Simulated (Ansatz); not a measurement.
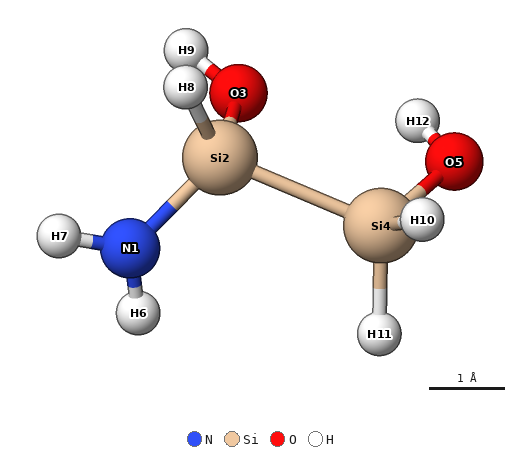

Fig. 1: The structure as given in the input (ball-and-stick view, seen at a tilt; atoms are numbered from 1 in the order of the input). Bond lengths as drawn: H–N 1.01 Å, H–O 0.96 Å, H–Si 1.49 Å, N–Si 1.71 Å, O–Si 1.65 to 1.67 Å and Si–Si 2.35 Å.

**Run report: Si₂NH₇O₂, single-point calculation**

- system: Si₂NH₇O₂, SMILES N[SiH](O)[SiH2]O
- method: RKS PBE0-D4/def2-TZVPP (Ansatz 0.2.0)

The geometry comes from this level: PBE0-D4/def2-TZVP.

The program's output:
```
Functional definition: PBE0
  name "PBE0"
  cite "Adamo & Barone, J. Chem. Phys. 110, 6158 (1999) doi:10.1063/1.478522"
  cite "Perdew, Burke & Ernzerhof, Phys. Rev. Lett. 77, 3865 (1996) doi:10.1103/PhysRevLett.77.3865"
  parent pbe
  parameter a = 0.25
  parameter kappa = 0.804
  parameter beta = 0.06672455060314922
  exchange = (1 - a)*pbe_x(kappa = kappa, mu = beta*pi^2/3) + a*exact_x
  correlation = pbe_c(beta = beta)
1452 factors; their error is unknown
mean field evaluation 1: about -21434.0403 eV, gradient 8.9e1 eV
mean field evaluation 2: about -21414.1582 eV, gradient 1.3e2 eV
mean field evaluation 4: about -21446.8754 eV, gradient 6.8e0 eV
mean field evaluation 8: about -21446.9571 eV, gradient 4.4e-2 eV
mean field evaluation 16: about -21447.0035 eV, gradient 4.4e-5 eV
mean field -21447.00349233 eV, -788.1628410421 hartree, gradient 4.4e-5 eV, S^2 0.000000; 0 other end points of the search recorded, 0 dependent functions left out
reference -21447.00352685 eV, -788.1628423108 hartree; 29, 29 occupied and 246, 246 virtual orbitals, 1452 factors
Total energy: -21447.22958194 eV, -788.1711496820 hartree
```

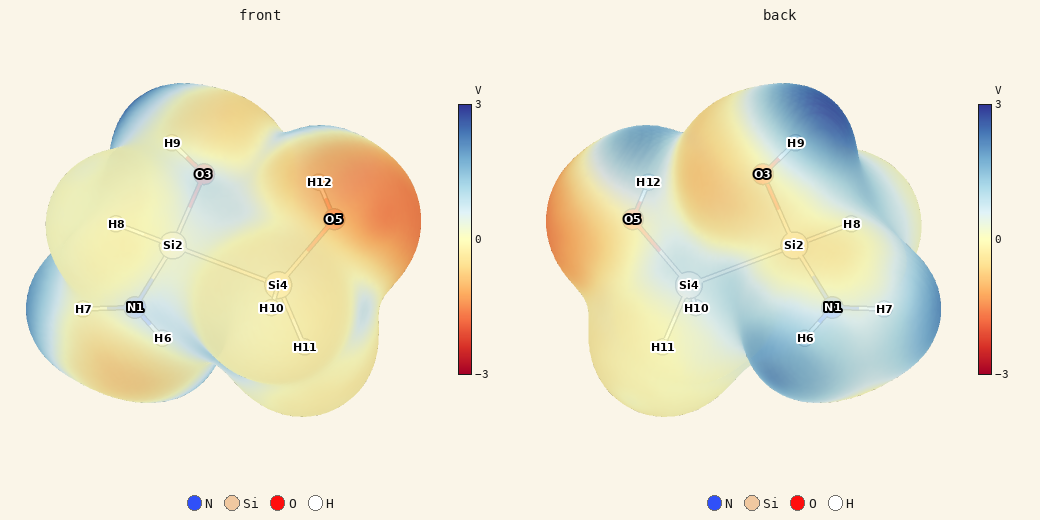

Fig. 2: The electrostatic potential painted on the density surface at 0.002 e/bohr³, seen at a tilt and from behind; red is negative and blue positive.

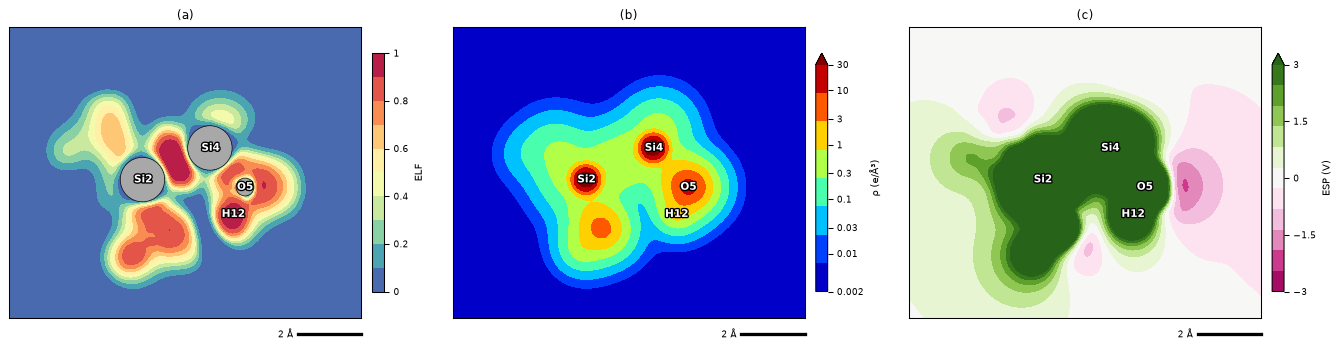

Fig. 3: (a) ELF; (b) electron density; (c) electrostatic potential on the plane of atoms Si2, Si4 and O5. Grey discs, where drawn, cover atomic cores. Si–O (1.65 Å): ρ at the midpoint is about 1.2 e/Å³; the ELF peaks at about 0.90 between the atoms (a polar covalent bond).

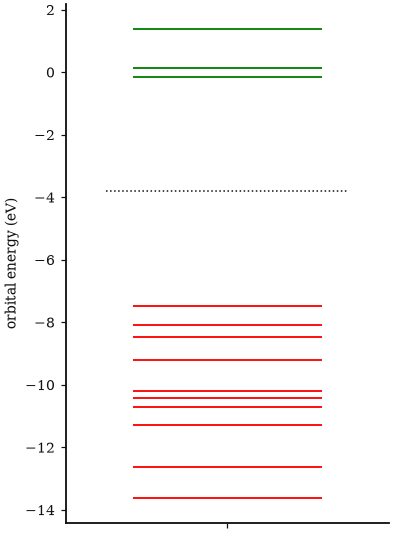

Fig. 4: Orbital energies near the frontier; the dotted line parts filled from empty levels, and levels within 0.02 eV of each other stand side by side. Highest filled −7.48 eV, lowest empty −0.14 eV, 7.34 eV apart.

This output came from the following input.

Input file:
```yaml
crystal:
  periodic: [false, false, false]
  atoms:
    - {symbol: N, position_ang: [-0.358048, -1.318013, 1.498090]}
    - {symbol: Si, position_ang: [0.568475, -0.391414, 0.404483]}
    - {symbol: O, position_ang: [0.984458, 1.151828, 0.878693]}
    - {symbol: Si, position_ang: [-0.658096, 0.181968, -1.510447]}
    - {symbol: O, position_ang: [-0.290134, 1.756012, -1.860749]}
    - {symbol: H, position_ang: [-1.325564, -1.126615, 1.695983]}
    - {symbol: H, position_ang: [0.051874, -1.949870, 2.164447]}
    - {symbol: H, position_ang: [1.816691, -1.183998, 0.220320]}
    - {symbol: H, position_ang: [1.581066, 1.259471, 1.621588]}
    - {symbol: H, position_ang: [-0.339019, -0.662843, -2.692129]}
    - {symbol: H, position_ang: [-2.119381, 0.023346, -1.244062]}
    - {symbol: H, position_ang: [0.164676, 2.204928, -1.142218]}
basis:
  gaussian: {orbitals: def2-TZVPP}
hamiltonian: {xc: pbe0, dispersion: d4}
output: {orbitals: {seedname: orbitals}}
```

Command:
```bash
ansatz run in.yaml --threads 4 --pin off --events-out ev --progress --plain --max-ram 10444MiB
```

Key numbers:

| quantity | value |
| --- | --- |
| outcome | converged |
| total energy | −21447.2296 eV |
| mean-field energy | −21447.0035 eV |
| dispersion energy | −0.2261 eV |
| SCF solution under orbital rotations | stable |
| HOMO | −7.48 eV |
| LUMO | −0.14 eV |
| hardware | 4 threads of Arm Neoverse V2, 23 GiB of memory available, shared host |
| wall time | 3.2 s (CPU time 12 s) |
| peak memory | 0.74 GiB |
